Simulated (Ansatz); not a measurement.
# Geometry relaxation, with input and output: InSiH₄Cl

- system: InSiH₄Cl, SMILES [SiH3][InH][Cl]
- method: RKS B3LYP-D4/def2-SVPD (Ansatz 0.2.0)

It belongs to a series of runs on one base structure; here: end point B relaxed. Figures and captions count atoms from 1; the log counts them from 0 in places.

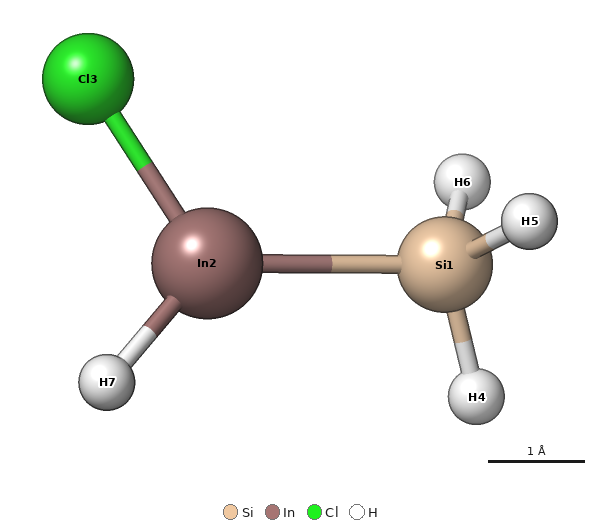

Fig. 1: The starting structure (ball-and-stick view, seen at a tilt; atoms are numbered from 1 in the order of the input). Sticks mark near contacts.

**Input**
```yaml
crystal:
  periodic: [false, false, false]
  atoms:
    - { symbol: Si, position_ang: [-0.99602, 0.6105, -0.42347] }
    - { symbol: In, position_ang: [1.22008, -0.51173, 0.34387] }
    - { symbol: Cl, position_ang: [2.77299, 0.73959, 1.5376] }
    - { symbol: H, position_ang: [-2.00602, -0.45692, -0.51257] }
    - { symbol: H, position_ang: [-0.85946, 1.26578, -1.73107] }
    - { symbol: H, position_ang: [-1.42444, 1.60734, 0.57196] }
    - { symbol: H, position_ang: [1.86695, -2.16506, 0.14916] }
basis:
  gaussian: { orbitals: def2-SVPD }
hamiltonian:
  xc: b3lyp
  dispersion: d4
relax:
  f_tol: 0.015
  max_steps: 40
```

Hardware: 2 threads of Intel Xeon @ 2.50GHz (Skylake/Cascade Lake), 16 GiB of memory available, shared host.

Launch command:
```bash
ansatz run input.yaml --threads 2 --pin off --max-ram 3072MiB --backend cpu --events-out ev --progress --plain --runs-dir out
```

**Log**
```
The last accepted step is kept in [file] (removed where the run ends without a failure and the disk answers)
Engine: ansatz 0.2.0, x86_64-unknown-linux-gnu
Functional definition: B3LYP
  parameter a0 = 0.2
  parameter ax = 0.72
  parameter ac = 0.81
  exchange = (1 - a0 - ax)*slater_x + ax*b88_x + a0*exact_x
  correlation = (1 - ac)*vwn_rpa_c + ac*lyp_c
1284 factors; integrals over basis functions are off by at most 3.8e-4 eV
mean field evaluation 1: about -25635.4512 eV, gradient 2.1e1 eV
mean field evaluation 2: about -25634.6316 eV, gradient 2.8e1 eV
mean field evaluation 4: about -25636.9215 eV, gradient 9.0e-1 eV
mean field evaluation 8: about -25636.9306 eV, gradient 8.9e-3 eV
mean field -25636.93055115 eV, -942.1398204189 hartree, gradient 1.8e-5 eV, S^2 0.000000; 0 other end points of the search recorded, 0 dependent functions left out
the calculation of the forces begins
reference -25636.93084178 eV, -942.1398310995 hartree; 28, 28 occupied and 87, 87 virtual orbitals, 1284 factors
relax step   1: F+E_penalty+E_count = -25637.16314609 eV  Δ(F+E_penalty+E_count) = +0.000e0 eV  max|allowed force component| = 1.171e0 eV/Å  Δτ_max = 0.0000 Å  (24 SCF iters, accepted)
these checks for a lower state are left out or cut short: starts, cluster_reference, orbital_swaps, neighbouring_geometries, increment
1284 factors; integrals over basis functions are off by at most 4.0e-4 eV
mean field evaluation 16: about -25636.9967 eV, gradient 1.0e-1 eV
mean field -25637.00323020 eV, -942.1424913250 hartree, gradient 1.6e-5 eV, S^2 0.000000; 0 other end points of the search recorded, 0 dependent functions left out
the calculation of the forces begins
reference -25637.00352089 eV, -942.1425020076 hartree; 28, 28 occupied and 87, 87 virtual orbitals, 1284 factors
relax step   2: F+E_penalty+E_count = -25637.23571520 eV  Δ(F+E_penalty+E_count) = -7.257e-2 eV  max|allowed force component| = 3.399e-1 eV/Å  Δτ_max = 0.0931 Å  (27 SCF iters, accepted)
these checks for a lower state are left out or cut short: starts, cluster_reference, orbital_swaps, neighbouring_geometries, increment
1284 factors; integrals over basis functions are off by at most 4.0e-4 eV
mean field -25637.01757098 eV, -942.1430183390 hartree, gradient 9.6e-6 eV, S^2 0.000000; 0 other end points of the search recorded, 0 dependent functions left out
the calculation of the forces begins
reference -25637.01786209 eV, -942.1430290371 hartree; 28, 28 occupied and 87, 87 virtual orbitals, 1284 factors
relax step   3: F+E_penalty+E_count = -25637.25056185 eV  Δ(F+E_penalty+E_count) = -1.485e-2 eV  max|allowed force component| = 5.963e-2 eV/Å  Δτ_max = 0.0666 Å  (28 SCF iters, accepted)
these checks for a lower state are left out or cut short: starts, cluster_reference, orbital_swaps, neighbouring_geometries, increment
1284 factors; integrals over basis functions are off by at most 4.0e-4 eV
mean field evaluation 32: about -25637.0211 eV, gradient 1.7e-5 eV
mean field -25637.02114064 eV, -942.1431495214 hartree, gradient 9.9e-6 eV, S^2 0.000000; 0 other end points of the search recorded, 0 dependent functions left out
the calculation of the forces begins
reference -25637.02143173 eV, -942.1431602187 hartree; 28, 28 occupied and 87, 87 virtual orbitals, 1284 factors
relax step   4: F+E_penalty+E_count = -25637.25459875 eV  Δ(F+E_penalty+E_count) = -4.037e-3 eV  max|allowed force component| = 7.656e-2 eV/Å  Δτ_max = 0.0354 Å  (28 SCF iters, accepted)
these checks for a lower state are left out or cut short: starts, cluster_reference, orbital_swaps, neighbouring_geometries, increment
1284 factors; integrals over basis functions are off by at most 3.9e-4 eV
mean field -25637.02343884 eV, -942.1432339788 hartree, gradient 1.0e-5 eV, S^2 0.000000; 0 other end points of the search recorded, 0 dependent functions left out
the calculation of the forces begins
reference -25637.02372943 eV, -942.1432446578 hartree; 28, 28 occupied and 87, 87 virtual orbitals, 1284 factors
relax step   5: F+E_penalty+E_count = -25637.25843906 eV  Δ(F+E_penalty+E_count) = -3.840e-3 eV  max|allowed force component| = 8.511e-2 eV/Å  Δτ_max = 0.0697 Å  (27 SCF iters, accepted)
these checks for a lower state are left out or cut short: starts, cluster_reference, orbital_swaps, neighbouring_geometries, increment
1284 factors; integrals over basis functions are off by at most 3.8e-4 eV
mean field -25637.02383084 eV, -942.1432483845 hartree, gradient 1.0e-5 eV, S^2 0.000000; 0 other end points of the search recorded, 0 dependent functions left out
the calculation of the forces begins
reference -25637.02412098 eV, -942.1432590469 hartree; 28, 28 occupied and 87, 87 virtual orbitals, 1284 factors
relax step   6: F+E_penalty+E_count = -25637.25954694 eV  Δ(F+E_penalty+E_count) = -1.108e-3 eV  max|allowed force component| = 3.294e-2 eV/Å  Δτ_max = 0.0242 Å  (29 SCF iters, accepted)
these checks for a lower state are left out or cut short: starts, cluster_reference, orbital_swaps, neighbouring_geometries, increment
1284 factors; integrals over basis functions are off by at most 3.8e-4 eV
mean field -25637.02324913 eV, -942.1432270069 hartree, gradient 1.0e-5 eV, S^2 0.000000; 0 other end points of the search recorded, 0 dependent functions left out
the calculation of the forces begins
reference -25637.02353894 eV, -942.1432376573 hartree; 28, 28 occupied and 87, 87 virtual orbitals, 1284 factors
relax step   7: F+E_penalty+E_count = -25637.25966358 eV  Δ(F+E_penalty+E_count) = -1.166e-4 eV  max|allowed force component| = 1.354e-2 eV/Å  Δτ_max = 0.0243 Å  (28 SCF iters, accepted)
1284 factors; integrals over basis functions are off by at most 3.8e-4 eV
mean field evaluation 64: about -25637.0231 eV, gradient 2.2e-1 eV
```

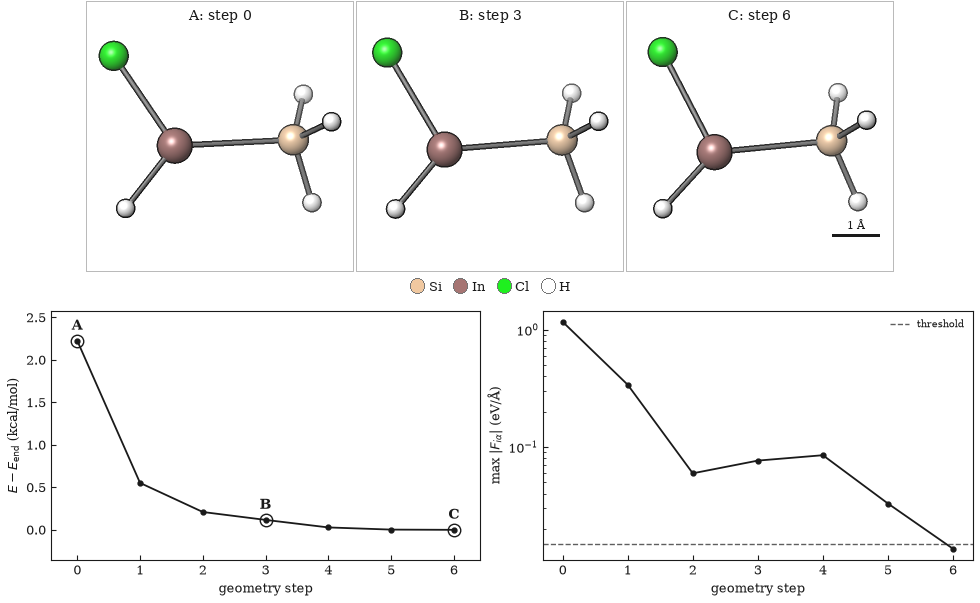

Fig. 2: Frames of the relaxation (ball-and-stick view, seen at a tilt) above the curves, on which the letters mark them (the first geometry is step 0 here and step 1 in the log).

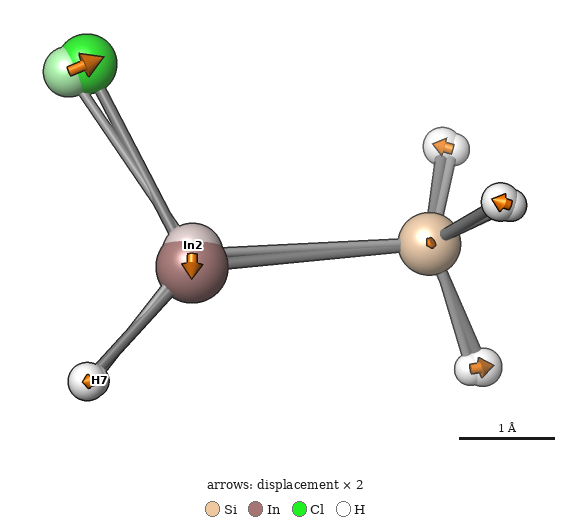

Fig. 3: Start (faint) and end (solid) with the displacements as orange arrows, magnified 2 times (ball-and-stick view, seen at a tilt). The two geometries are laid on each other by the best rigid fit. After 6 geometry steps the energy has fallen by 2.23 kcal/mol. Largest force component: 1.2 eV/Å at the start, 0.014 eV/Å at the end. Cl3 moves most after the best rigid fit: 0.21 Å. By element the largest moves are Cl 0.21 Å, In 0.14 Å, H 0.13 Å, Si 0.05 Å. Among the contacts that change: In2–Cl3 2.324 → 2.418 Å, In2–H7 1.786 → 1.725 Å, Si1–H4 1.472 → 1.491 Å, Si1–In2 2.600 → 2.588 Å. Among the angles that change: Si1–In2–Cl3 119.3° → 109.6°, Si1–In2–H7 132.5° → 139.6°, In2–Si1–H4 106.8° → 111.1°. (Atoms are counted from 1 in the order of the input.)

```
mean field -25637.02324913 eV, -942.1432270069 hartree, gradient 1.0e-5 eV, S^2 0.000000; 1 other end points of the search recorded, 0 dependent functions left out
the calculation of the forces begins
reference -25637.02353894 eV, -942.1432376573 hartree; 28, 28 occupied and 87, 87 virtual orbitals, 1284 factors
Total energy: -25637.25995339 eV, -942.1519257283 hartree
Atom 0 at    -0.986440     0.576975    -0.391674 Å, force    -0.001652    -0.002632    -0.001166 eV/Å
Atom 1 at     1.190392    -0.642160     0.295491 Å, force    -0.013542    -0.000784    -0.002502 eV/Å
Atom 2 at     2.636332     0.888408     1.483494 Å, force     0.012940     0.000134     0.003252 eV/Å
Atom 3 at    -2.114183    -0.385720    -0.546023 Å, force    -0.001353     0.001359    -0.003501 eV/Å
Atom 4 at    -0.750278     1.256652    -1.697667 Å, force    -0.002922     0.002531    -0.001795 eV/Å
Atom 5 at    -1.329219     1.590712     0.642197 Å, force     0.000731    -0.002594     0.001112 eV/Å
Atom 6 at     1.927477    -2.195367     0.149660 Å, force     0.005798     0.001987     0.004599 eV/Å
Dipole moment:    -0.541971    -0.361320    -0.370921 e Å
```

**Trajectory as extended XYZ (Å, eV, eV/Å), 7 frames, from step=1 to step=7**
```
7
Properties=species:S:1:pos:R:3:forces:R:3 step=1 energy=-25637.16315
Si   -0.9960    0.6105   -0.4235    0.2990  -0.1326   0.2874
In    1.2201   -0.5117    0.3439   -0.4834  -1.1706  -0.7028
Cl    2.7730    0.7396    1.5376    0.6990   0.6924   0.5836
H    -2.0060   -0.4569   -0.5126   -0.2746  -0.2243  -0.0558
H    -0.8595    1.2658   -1.7311    0.0955   0.1365  -0.3647
H    -1.4244    1.6073    0.5720   -0.0933   0.2106   0.2136
H     1.8670   -2.1651    0.1492   -0.2422   0.4881   0.0386
7
Properties=species:S:1:pos:R:3:forces:R:3 step=2 energy=-25637.23571
Si   -0.9848    0.5897   -0.3950    0.0954   0.0182   0.0453
In    1.2330   -0.5493    0.3037   -0.1827   0.3015   0.1300
Cl    2.7824    0.8210    1.5594   -0.0661  -0.0403  -0.0748
H    -2.0274   -0.4628   -0.5195   -0.0707  -0.0516  -0.0198
H    -0.7882    1.2308   -1.7207   -0.0136   0.0589  -0.0885
H    -1.4249    1.6044    0.5951    0.0024   0.0532   0.0435
H     1.7839   -2.1444    0.1124    0.2352  -0.3399  -0.0357
7
Properties=species:S:1:pos:R:3:forces:R:3 step=3 energy=-25637.25056
Si   -0.9824    0.6029   -0.3958    0.0003  -0.0596   0.0113
In    1.2131   -0.5802    0.3151   -0.0427   0.0444  -0.0090
Cl    2.7488    0.8255    1.5386   -0.0144   0.0028  -0.0098
H    -2.0280   -0.4523   -0.5210   -0.0520   0.0208  -0.0121
H    -0.8016    1.2509   -1.7252    0.0268   0.0115  -0.0093
H    -1.4181    1.6173    0.6006    0.0314   0.0065   0.0203
H     1.8423   -2.1746    0.1233    0.0506  -0.0264   0.0086
7
Properties=species:S:1:pos:R:3:forces:R:3 step=4 energy=-25637.25460
Si   -0.9866    0.5966   -0.3955   -0.0485  -0.0365  -0.0121
In    1.2042   -0.5904    0.3121    0.0253  -0.0766  -0.0172
Cl    2.7297    0.8321    1.5281   -0.0111   0.0202  -0.0010
H    -2.0579   -0.4351   -0.5289   -0.0008   0.0413  -0.0008
H    -0.7912    1.2507   -1.7222    0.0180  -0.0010   0.0237
H    -1.3987    1.6139    0.6103    0.0290  -0.0088  -0.0031
H     1.8746   -2.1783    0.1315   -0.0118   0.0614   0.0106
7
Properties=species:S:1:pos:R:3:forces:R:3 step=5 energy=-25637.25844
Si   -0.9882    0.5840   -0.3921   -0.0670  -0.0114  -0.0207
In    1.1942   -0.6227    0.3053    0.0442  -0.0799  -0.0160
Cl    2.6738    0.8664    1.5045   -0.0088  -0.0005  -0.0041
H    -2.1002   -0.4051   -0.5387    0.0497   0.0594   0.0072
H    -0.7647    1.2520   -1.7093   -0.0001  -0.0191   0.0410
H    -1.3559    1.6060    0.6283    0.0179  -0.0337  -0.0233
H     1.9151   -2.1911    0.1375   -0.0360   0.0851   0.0159
7
Properties=species:S:1:pos:R:3:forces:R:3 step=6 energy=-25637.25955
Si   -0.9895    0.5781   -0.3926   -0.0329   0.0022  -0.0079
In    1.1902   -0.6346    0.2998    0.0170  -0.0256  -0.0046
Cl    2.6545    0.8755    1.4931   -0.0066   0.0019  -0.0035
H    -2.1164   -0.3895   -0.5450    0.0324   0.0231   0.0057
H    -0.7564    1.2526   -1.7033   -0.0013  -0.0062   0.0203
H    -1.3376    1.5962    0.6369    0.0056  -0.0163  -0.0146
H     1.9293   -2.1889    0.1465   -0.0142   0.0208   0.0046
7
Properties=species:S:1:pos:R:3:forces:R:3 step=7 energy=-25637.25966
Si   -0.9864    0.5770   -0.3917   -0.0017  -0.0026  -0.0012
In    1.1904   -0.6422    0.2955   -0.0135  -0.0008  -0.0025
Cl    2.6363    0.8884    1.4835    0.0129   0.0001   0.0033
H    -2.1142   -0.3857   -0.5460   -0.0014   0.0014  -0.0035
H    -0.7503    1.2567   -1.6977   -0.0029   0.0025  -0.0018
H    -1.3292    1.5907    0.6422    0.0007  -0.0026   0.0011
H     1.9275   -2.1954    0.1497    0.0058   0.0020   0.0046
```

**Results in brief**

```json
{"quantity": "outcome", "value": "converged"}
{"quantity": "total energy", "value": "−25637.2600 eV"}
{"quantity": "mean-field energy", "value": "−25637.0235 eV"}
{"quantity": "largest force (length of the vector) at the end", "value": "0.014 eV/Å"}
{"quantity": "wall time", "value": "31 s (CPU time 59 s)"}
{"quantity": "peak memory", "value": "0.29 GiB"}
```
